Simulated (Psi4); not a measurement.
# CCSD(T)/6-311++G(2d,2p) (sweep point 8) run of HF (hydrogen fluoride)

What is the vertical ionisation energy of HF (hydrogen fluoride) at CCSD(T)/6-311++G(2d,2p) (sweep point 8)? The job is set up through a Python script.

The results are computed with Psi4 1.11.

## (1) The molecule

HF has 2 atoms, charge 0, and is taken as a singlet. As SMILES, `F`. Geometry: relaxed at PBE0-D4/def2-TZVP.

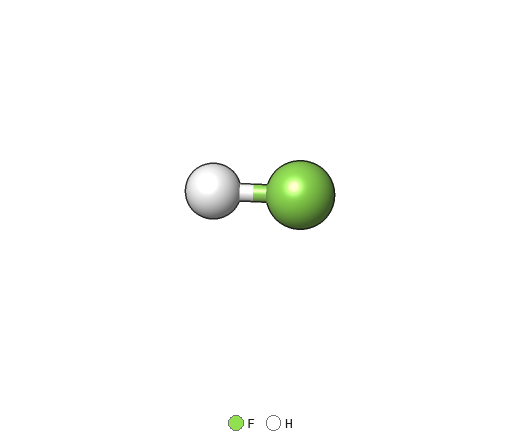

The structure, seen from a chosen angle (fluorine green, hydrogen white).

## (2) A single-point energy at CCSD(T)/6-311++G(2d,2p) (sweep point 8)

fh.py

```python
import psi4

psi4.set_memory('1600 MB')
psi4.set_num_threads(1)
psi4.core.set_output_file('run.log', False)

geom = psi4.geometry("""
0 1
F     -0.390000     0.144600    -0.196400
H      0.390000    -0.144600     0.196400
symmetry c1
""")

options = {'basis': '6-311++G(2d,2p)', 'puream': True, 'scf_type': 'pk', 'num_frozen_docc': 1}
psi4.set_options(options)

e_tot, wfn = psi4.energy('ccsd(t)', molecule=geom, return_wfn=True)
print(f'total energy {e_tot:.8f} hartree = {e_tot * 27.211386:.5f} eV')
```

Command:

```sh
$ python fh.py
```

run.log:

```text
[...]
  Running in c1 symmetry.
[...]
  Nuclear repulsion =    5.176952311050555
[...]
  Multiplicity = 1
[...]
  Nalpha       = 5
  Nbeta        = 5
[...]
    Number of basis functions: 37
[...]
   @RHF iter   1:  -100.01489677803666   -4.05126e-01   9.10918e-03 ADIIS/DIIS
[...]
   @RHF iter   9:  -100.05496977313442   -2.62901e-12   4.53650e-09 DIIS
[...]
    Orbital Energies [Eh]
    ---------------------
    Doubly Occupied:
       1A    -26.299769     2A     -1.602173     3A     -0.769439
       4A     -0.650676     5A     -0.650676
[...]
  @RHF Final Energy:  -100.05496977313442
   => Energetics <=
    Nuclear Repulsion Energy =              5.1769523110505551
    One-Electron Energy =                -150.5183769757699963
    Two-Electron Energy =                  45.2864548915850378
    Total Energy =                       -100.0549697731344168
[...]
 Multipole Moments:
 ------------------------------------------------------------------------------------
     Multipole            Electronic (a.u.)      Nuclear  (a.u.)        Total (a.u.)
 ------------------------------------------------------------------------------------
 L = 1.  Multiply by 2.5417464519 to convert [e a0] to [Debye]
 Dipole X            :         -0.0000000           -0.0000000           -0.0000000
 Dipole Y            :         -0.0000000            0.0000000           -0.0000000
 Dipole Z            :         -0.0814337            0.8627082            0.7812745
 Magnitude           :                                                    0.7812745
[...]
      * MP2 total energy                      = -100.303054629849285
[...]
      * CCSD total energy                     = -100.303882958008714
[...]
      * CCSD(T) total energy                  = -100.309607512697866
```

On the terminal:

```text
total energy -100.30960751 hartree = -2729.56345 eV
```

Run time: 2.8 s. Hardware: 1 thread of AMD EPYC 9R45 (Zen 5), shared host; peak memory 0.21 GiB.

## (3) The doublet cation, same level

calc.py

```python
import psi4

psi4.set_memory('1600 MB')
psi4.set_num_threads(1)
psi4.core.set_output_file('fh.out', False)

geom = psi4.geometry("""
1 2
F     -0.390000     0.144600    -0.196400
H      0.390000    -0.144600     0.196400
units angstrom
symmetry c1
""")

options = {'basis': '6-311++G(2d,2p)', 'reference': 'uhf', 'puream': True, 'scf_type': 'pk', 'num_frozen_docc': 1, 'maxiter': 150}
psi4.set_options(options)

e = psi4.energy("ccsd(t)")
print('E =', round(e, 9))
for k, v in sorted(psi4.core.scalar_variables().items()):
    print(f'{k:45s} {v:18.10f}')
```

Command:

```sh
$ python calc.py
```

fh.out:

```text
[...]
  Running in c1 symmetry.
[...]
  Nuclear repulsion =    5.176952311050555
[...]
  Multiplicity = 2
[...]
  Nalpha       = 5
  Nbeta        = 4
[...]
    Number of basis functions: 37
[...]
   @UHF iter   1:   -99.47122684995659    1.38544e-01   1.01851e-02 DIIS/ADIIS
[...]
   @UHF iter  11:   -99.52660214886716   -3.12639e-13   1.99239e-09 DIIS
[...]
   @S^2 Observed:                7.541902497E-01
[...]
    Orbital Energies [Eh]
    ---------------------
    Alpha Occupied:
       1A    -26.984097     2A     -2.265539     3A     -1.385621
       4A     -1.373217     5A     -1.269283
    Alpha Virtual:
       6A     -0.207909     7A     -0.060783     8A     -0.009848
       9A      0.004929    10A      0.021668    11A      0.115159
      12A      0.283699    13A      0.470429    14A      0.486292
      15A      0.916768    16A      1.011658    17A      1.065711
      18A      1.179289    19A      1.505471    20A      1.725868
      21A      1.727993    22A      1.997403    23A      1.999149
      24A      2.050483    25A      3.038927    26A      3.615020
[...]
  @UHF Final Energy:   -99.52660214886716
   => Energetics <=
    Nuclear Repulsion Energy =              5.1769523110505551
    One-Electron Energy =                -144.5909415190400296
    Two-Electron Energy =                  39.8873870591223252
    Total Energy =                        -99.5266021488671697
  UHF NO Occupations:
  HONO-2 :    3  A 1.9995756
  HONO-1 :    4  A 1.9985149
[...]
 Multipole Moments:
 ------------------------------------------------------------------------------------
     Multipole            Electronic (a.u.)      Nuclear  (a.u.)        Total (a.u.)
 ------------------------------------------------------------------------------------
 L = 1.  Multiply by 2.5417464519 to convert [e a0] to [Debye]
 Dipole X            :         -0.0000000           -0.0000000           -0.0000000
 Dipole Y            :         -0.0000000            0.0000000           -0.0000000
 Dipole Z            :          0.0856425            0.8627082            0.9483507
 Magnitude           :                                                    0.9483507
[...]
      * MP2 total energy                      =  -99.705646009489882
[...]
      * CCSD total energy                     =  -99.717596108892693
[...]
      * CCSD(T) total energy                     =  -99.720781038726784
```

Run time: 3.3 s. Hardware: 1 thread of AMD EPYC 9R45 (Zen 5), shared host; peak memory 0.21 GiB.

## (4) What came out

At CCSD(T)/6-311++G(2d,2p) (sweep point 8), 1 core orbital frozen:

| quantity | value |
| --- | --- |
| singlet HF: total energy | -100.30961 Eh |
| singlet HF: HOMO energy (Hartree–Fock orbitals) | -17.71 eV |
| singlet HF: LUMO energy (Hartree–Fock orbitals) | 1.17 eV |
| singlet HF: HOMO–LUMO gap (Hartree–Fock orbitals) | 18.88 eV |
| singlet HF: correlation energy (1 core orbital frozen) | -254.6 mEh |
| singlet HF: (T) correction | -5.72 mEh |
| singlet HF: T1 diagnostic | 0.010 |
| doublet cation: total energy | -99.72078 Eh |
| doublet cation: HOMO energy (Hartree–Fock orbitals) (highest over α and β) | -33.02 eV |
| doublet cation: LUMO energy (Hartree–Fock orbitals) (lowest over α and β) | -11.82 eV |
| doublet cation: correlation energy (1 core orbital frozen) | -194.2 mEh |
| doublet cation: (T) correction | -3.18 mEh |
| doublet cation: ⟨S²⟩ of the reference determinant | 0.754 |
| doublet cation: T1 diagnostic | 0.010 |
| vertical ionisation energy (to the doublet cation) | 16.023 eV |

What this shows: The vertical ionisation energy comes to 16.02 eV (369 kcal/mol). The triples (singlet HF) make up 2.2 % of the correlation energy. The triples (doublet cation) make up 1.6 % of the correlation energy.
